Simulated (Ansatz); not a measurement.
Run report: C2H10BN, geometry relaxation (part 2 of 2)

C2H10BN; RKS B3LYP-D4/6-31G* (Ansatz 0.2.0). The input holds or restrains some coordinates. Forces given for the steps count only the free coordinates. It belongs to a series of runs on one base structure; here: pulled along the bonds that form and break, towards end A.

Geometry of the input (Å):
```
B  0.0000  0.0000  0.0000
H  0.0000  0.0000  1.5400
C  1.3856  0.0000  -0.8000
H  1.7152  -1.0462  -0.9702
H  1.2491  0.5080  -1.7774
H  2.1552  0.5381  -0.2082
C  -1.3856  0.0000  -0.8000
H  -1.9458  -0.9305  -0.5708
H  -1.9898  0.8797  -0.4946
H  -1.1839  0.0508  -1.8903
N  0.0829  1.7537  0.5833
H  0.4765  1.9752  1.5423
H  -0.2631  2.5370  -0.0414
H  0.0424  0.8968  1.5631
```

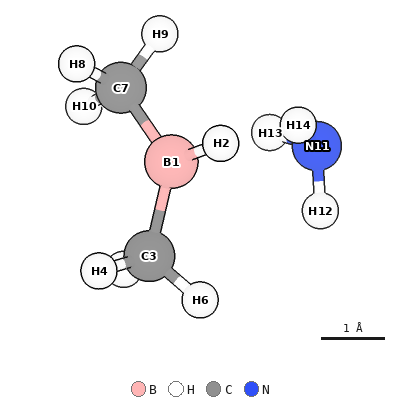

**Figure 1.** The geometry at step 9 of the log (ball-and-stick view, seen at a tilt; atoms are numbered from 1 in the order of the input).

## Trajectory as extended XYZ, continued
```
14
Properties=species:S:1:pos:R:3:forces:R:3 step=3 energy=-4400.24519
B     0.0011   -0.2646    0.0374    0.4326   3.4928   0.3775
H    -0.0003   -0.3385    1.3509   -0.0134  -1.2438  -1.7572
C     1.3809   -0.0246   -0.7842   -0.4320  -0.8228   0.4588
H     1.7291   -1.0456   -0.9799    0.6603  -0.0926  -0.4091
H     1.2459    0.4993   -1.7618   -0.1442  -0.4177   0.6421
H     2.1492    0.5270   -0.2136   -0.2636  -0.4582  -0.1228
C    -1.3795   -0.0192   -0.7847    0.5685  -0.8853   0.3162
H    -1.9583   -0.9269   -0.5800   -0.6448   0.0649  -0.3261
H    -1.9828    0.8663   -0.4931    0.3377  -0.5380   0.1631
H    -1.1859    0.0485   -1.8772   -0.1197  -0.1033   0.5107
N     0.1094    1.9752    0.7221    0.4847  -3.3067   0.9019
H     0.5448    2.0951    1.5675    3.7105   5.4541   1.5092
H    -0.2815    2.5597   -0.0066   -0.6696  -0.1030   1.4296
H    -0.0333    1.2109    1.4791   -3.9070  -1.0405  -3.6938
14
Properties=species:S:1:pos:R:3:forces:R:3 step=4 energy=-4401.74261
B     0.0009   -0.3658    0.0264    0.4272   3.6500  -1.0928
H     0.0208   -0.4803    1.2252   -0.0947  -1.0210  -0.1333
C     1.3740   -0.0531   -0.7782   -0.4739  -0.7162   0.2776
H     1.7563   -1.0562   -0.9959    0.6462  -0.1530  -0.3729
H     1.2381    0.4826   -1.7435   -0.1804  -0.3893   0.4694
H     2.1369    0.5071   -0.2121   -0.2762  -0.4375   0.0494
C    -1.3704   -0.0479   -0.7820    0.4814  -0.8592   0.2711
H    -1.9870   -0.9308   -0.5920   -0.6568  -0.0236  -0.2985
H    -1.9630    0.8443   -0.4829    0.4336  -0.4975   0.2555
H    -1.1896    0.0424   -1.8683   -0.0759  -0.1359   0.2937
N     0.1136    2.0948    0.8068    0.9479  -3.0410   2.8179
H     0.6557    2.2499    1.6249    1.9048   3.7179  -0.5786
H    -0.2940    2.5654    0.0282   -0.3681   0.4007   0.6217
H    -0.1535    1.3101    1.4193   -2.7152  -0.4946  -2.5799
14
Properties=species:S:1:pos:R:3:forces:R:3 step=5 energy=-4403.00434
B     0.0113   -0.3391   -0.0190    0.1714   1.7221  -0.2251
H     0.0230   -0.5619    1.1683   -0.0637  -0.5464  -0.1777
C     1.3836   -0.0960   -0.7855   -0.3270  -0.1681   0.0452
H     1.8073   -1.0792   -1.0280    0.2884  -0.0560  -0.1617
H     1.2296    0.4566   -1.7274    0.0267  -0.2430   0.0994
H     2.1235    0.4698   -0.2024   -0.1218  -0.3109   0.0705
C    -1.3710   -0.0931   -0.7849    0.3170  -0.2498   0.1010
H    -2.0372   -0.9462   -0.6151   -0.2394  -0.0217  -0.1193
H    -1.9315    0.8065   -0.4585    0.2743  -0.3312   0.1630
H    -1.1986    0.0274   -1.8625   -0.1408  -0.1153   0.0103
N     0.0978    2.1958    0.9381   -2.4440  -3.5750   0.2615
H     0.7549    2.4173    1.6124    1.8831   2.1200   0.4096
H    -0.2782    2.6104    0.0813    0.6844  -0.0749   1.1717
H    -0.2759    1.2941    1.3591   -0.3084   1.8500  -1.6485
14
Properties=species:S:1:pos:R:3:forces:R:3 step=6 energy=-4403.59725
B     0.0366   -0.2316   -0.0308   -0.2868   0.2645  -0.1500
H    -0.0305   -0.4862    1.1423    0.2395  -0.3149   0.0202
C     1.4180   -0.1278   -0.7952   -0.0398   0.1255   0.2137
H     1.7421   -1.1409   -1.1003   -0.0107   0.1537   0.0420
H     1.3242    0.4755   -1.7121    0.0624  -0.1554   0.0714
H     2.2249    0.3071   -0.1789   -0.1755  -0.2354  -0.1467
C    -1.3597   -0.1071   -0.7821   -0.0688   0.3723  -0.1259
H    -1.9505   -1.0400   -0.7172    0.1886   0.1465  -0.0010
H    -2.0149    0.6787   -0.3337    0.3356  -0.4171  -0.1046
H    -1.2329    0.1535   -1.8465   -0.1512  -0.1305   0.1400
N    -0.0331    2.2899    1.0566   -1.1686  -1.3451   0.9637
H     0.8681    2.4784    1.4769    0.1100   0.2762  -0.8507
H    -0.2829    2.5571    0.0986    0.7244  -0.3141   0.7553
H    -0.3707    1.3559    1.3983    0.2409   1.5738  -0.8273
14
Properties=species:S:1:pos:R:3:forces:R:3 step=7 energy=-4403.81777
B     0.0294   -0.1618   -0.0160    0.0624  -0.1907  -0.4872
H     0.0138   -0.4272    1.1496   -0.0213  -0.2608   0.1239
C     1.4080   -0.1206   -0.7752    0.1578   0.0967   0.1102
H     1.6659   -1.1458   -1.0928   -0.1146  -0.0260   0.0394
H     1.3790    0.4776   -1.6938    0.0091   0.0177  -0.0102
H     2.2553    0.2114   -0.1608   -0.0512   0.0074  -0.0181
C    -1.3435   -0.0710   -0.7911   -0.2041   0.0806   0.2340
H    -1.8477   -1.0523   -0.7798    0.1243   0.0006   0.0202
H    -2.0541    0.5974   -0.2792    0.0203  -0.0408  -0.0548
H    -1.2717    0.2466   -1.8366    0.0671   0.0119  -0.0222
N    -0.1129    2.3322    1.1342   -0.6332  -0.3726   0.6048
H     0.8723    2.4394    1.2808    0.7081  -0.0850   0.2370
H    -0.2685    2.4645    0.1565   -0.2969   0.1230  -0.8116
H    -0.3866    1.3722    1.3800    0.1721   0.6380   0.0346
14
Properties=species:S:1:pos:R:3:forces:R:3 step=8 energy=-4403.84734
B     0.0344   -0.1533   -0.0281   -0.0556   0.4180   0.1442
H    -0.0043   -0.3871    1.1436    0.0895  -0.4279   0.1303
C     1.4224   -0.1067   -0.7593   -0.1583  -0.2024  -0.1830
H     1.6177   -1.1489   -1.0674    0.0691  -0.0383  -0.0119
H     1.4143    0.4756   -1.6888    0.0245   0.0436   0.0305
H     2.2767    0.1885   -0.1461    0.0278   0.0441   0.0891
C    -1.3453   -0.0432   -0.7751    0.1571  -0.1593  -0.3392
H    -1.7628   -1.0608   -0.8333   -0.0422  -0.0474  -0.0224
H    -2.1061    0.5477   -0.2553    0.0099   0.0314   0.0825
H    -1.2495    0.3209   -1.8066   -0.1104   0.0185   0.0311
N    -0.0866    2.3386    1.1309   -0.0940  -0.4776   0.1097
H     0.9352    2.3226    1.1312   -0.1980  -0.0187  -0.0511
H    -0.4003    2.4563    0.1661    0.0723  -0.0314   0.1907
H    -0.4071    1.4123    1.4640    0.2083   0.8473  -0.2004
14
Properties=species:S:1:pos:R:3:forces:R:3 step=9 energy=-4403.85272
B     0.0138   -0.1317   -0.0218   -0.0904  -0.1113   0.1044
H    -0.0379   -0.4174    1.1471    0.0614  -0.2207  -0.0306
C     1.4094   -0.1073   -0.7382   -0.0305  -0.0279  -0.0703
H     1.6067   -1.1473   -1.0560    0.0025   0.0228   0.0147
H     1.4255    0.4959   -1.6543    0.0316   0.0091   0.0114
H     2.2506    0.1760   -0.0986    0.0369   0.0177   0.0217
C    -1.3537   -0.0580   -0.7975    0.0508   0.0353  -0.1724
H    -1.7416   -1.0877   -0.8903    0.0409   0.0403   0.0114
H    -2.1343    0.4954   -0.2612   -0.0075  -0.0105   0.0092
H    -1.2653    0.3451   -1.8159   -0.0712  -0.0147   0.0581
N    -0.0486    2.3545    1.1485    0.3845  -0.6887  -0.2697
H     0.9799    2.3602    1.0160   -0.7433  -0.0348   0.1149
H    -0.4633    2.4859    0.2152    0.1329  -0.0895   0.4659
H    -0.3027    1.3990    1.4827    0.2012   1.0728  -0.2688
14
Properties=species:S:1:pos:R:3:forces:R:3 step=10 energy=-4403.86970
B    -0.0048   -0.1338   -0.0205   -0.0186   0.0553  -0.2590
H    -0.0739   -0.4050    1.1405    0.0060  -0.3188   0.1578
C     1.4031   -0.1220   -0.7177    0.0421   0.0120  -0.0059
H     1.6129   -1.1653   -1.0126   -0.0024   0.0014  -0.0056
H     1.4407    0.4704   -1.6410    0.0019  -0.0194   0.0272
H     2.2336    0.1740   -0.0660   -0.0171  -0.0044  -0.0042
C    -1.3566   -0.0356   -0.8255   -0.0083   0.0484   0.0761
H    -1.7170   -1.0674   -0.9715    0.0016  -0.0196  -0.0095
H    -2.1557    0.4684   -0.2655    0.0005  -0.0308  -0.0331
H    -1.2773    0.4181   -1.8210    0.0208  -0.0038   0.0219
N    -0.0232    2.3553    1.1437    0.0062  -0.7609   0.1925
H     0.9572    2.4441    0.8739   -0.1079   0.0124  -0.0153
H    -0.5755    2.3476    0.2860    0.0465   0.0919   0.0917
H    -0.1247    1.4138    1.5728    0.0288   0.9363  -0.2344
14
Properties=species:S:1:pos:R:3:forces:R:3 step=11 energy=-4403.88025
B     0.0021   -0.1345   -0.0158    0.0034   0.0711  -0.2067
H    -0.0620   -0.4056    1.1461    0.0055  -0.3143   0.1531
C     1.4107   -0.1295   -0.7150   -0.0126  -0.0043   0.0097
H     1.6122   -1.1721   -1.0174   -0.0017  -0.0027   0.0012
H     1.4518    0.4674   -1.6339    0.0058   0.0047  -0.0040
H     2.2427    0.1557   -0.0615    0.0047   0.0021   0.0057
C    -1.3494   -0.0333   -0.8167   -0.0305   0.0146   0.0364
H    -1.6955   -1.0662   -0.9892    0.0116  -0.0231  -0.0174
H    -2.1599    0.4458   -0.2530    0.0079  -0.0070  -0.0076
H    -1.2700    0.4423   -1.8012    0.0113   0.0043  -0.0074
N    -0.0090    2.3582    1.1448   -0.1245  -0.6897   0.2865
H     0.9470    2.3792    0.8022    0.1029   0.0138  -0.0122
H    -0.6177    2.4391    0.3357   -0.0829   0.0564  -0.0450
H    -0.1642    1.4161    1.5507    0.0989   0.8741  -0.1922
14
Properties=species:S:1:pos:R:3:forces:R:3 step=12 energy=-4403.86050 accepted=F
B    -0.0043   -0.1377   -0.0080    0.0303   0.1177  -0.2366
H    -0.0748   -0.4124    1.1513   -0.0116  -0.3138   0.1907
C     1.4130   -0.1420   -0.6948   -0.0330   0.0005   0.0197
H     1.6112   -1.1849   -0.9973   -0.0008  -0.0053   0.0002
H     1.4708    0.4577   -1.6113   -0.0013  -0.0007  -0.0028
H     2.2393    0.1350   -0.0300   -0.0020  -0.0021  -0.0010
C    -1.3461   -0.0264   -0.8214   -0.0955  -0.0765  -0.0420
H    -1.6537   -1.0636   -1.0588    0.0383   0.1034   0.0042
H    -2.1837    0.3966   -0.2499    0.0648  -0.0185  -0.0421
H    -1.2598    0.5014   -1.7811   -0.0079  -0.0327   0.0641
N     0.0401    2.3605    1.1437   -0.3994  -0.4410  -0.7116
H     0.9289    2.3391    0.6147   -0.6571   0.0074   0.3046
H    -0.7398    2.5210    0.4641    0.9359  -0.1903   0.6893
H    -0.1022    1.4183    1.5546    0.1392   0.8519  -0.2364
14
Properties=species:S:1:pos:R:3:forces:R:3 step=13 energy=-4403.88321
B    -0.0029   -0.1361   -0.0107    0.0228   0.0731  -0.2062
H    -0.0687   -0.4137    1.1499   -0.0041  -0.2968   0.1552
C     1.4098   -0.1339   -0.7041   -0.0104   0.0090   0.0025
H     1.6100   -1.1761   -1.0086   -0.0028  -0.0007   0.0025
H     1.4589    0.4663   -1.6212    0.0009  -0.0067   0.0119
H     2.2394    0.1463   -0.0447   -0.0050  -0.0019  -0.0031
C    -1.3495   -0.0330   -0.8178   -0.0491  -0.0319  -0.0261
H    -1.6726   -1.0697   -1.0253    0.0279   0.0476  -0.0037
H    -2.1751    0.4147   -0.2502    0.0183  -0.0062  -0.0126
H    -1.2667    0.4707   -1.7895   -0.0010  -0.0169   0.0359
N     0.0172    2.3599    1.1440   -0.1835  -0.6201  -0.0110
H     0.9449    2.3607    0.7179   -0.1326   0.0034   0.0487
H    -0.6677    2.4923    0.3940    0.2023  -0.0252   0.2069
H    -0.1382    1.4144    1.5421    0.1165   0.8735  -0.2009
14
Properties=species:S:1:pos:R:3:forces:R:3 step=14 energy=-4403.88590
B    -0.0086   -0.1390   -0.0050    0.0091   0.0787  -0.1633
H    -0.0770   -0.4143    1.1574   -0.0083  -0.2924   0.1269
C     1.4053   -0.1401   -0.6941    0.0082   0.0025   0.0044
H     1.6027   -1.1812   -1.0032   -0.0004  -0.0052   0.0015
H     1.4602    0.4644   -1.6076   -0.0011   0.0000  -0.0052
H     2.2335    0.1343   -0.0307   -0.0021  -0.0024  -0.0005
C    -1.3515   -0.0321   -0.8176   -0.0058  -0.0012   0.0019
H    -1.6500   -1.0648   -1.0682    0.0024  -0.0042  -0.0038
H    -2.1892    0.3816   -0.2440   -0.0026  -0.0022  -0.0013
H    -1.2666    0.5059   -1.7692   -0.0004   0.0034  -0.0061
N     0.0274    2.3628    1.1326   -0.0741  -0.6512   0.2465
H     0.9331    2.3821    0.6696   -0.0014   0.0045  -0.0028
H    -0.6867    2.4878    0.4189   -0.0021   0.0008   0.0048
H    -0.0939    1.4153    1.5369    0.0787   0.8689  -0.2031
```

## Summary

- outcome: converged under the restraints of the input
- total energy: −4403.8861 eV
- mean-field energy: −4403.5658 eV
- largest force (length of the vector) at the end, held atoms and coordinates included: 0.896 eV/Å
- wall time: 56 s
- peak memory: 0.16 GiB
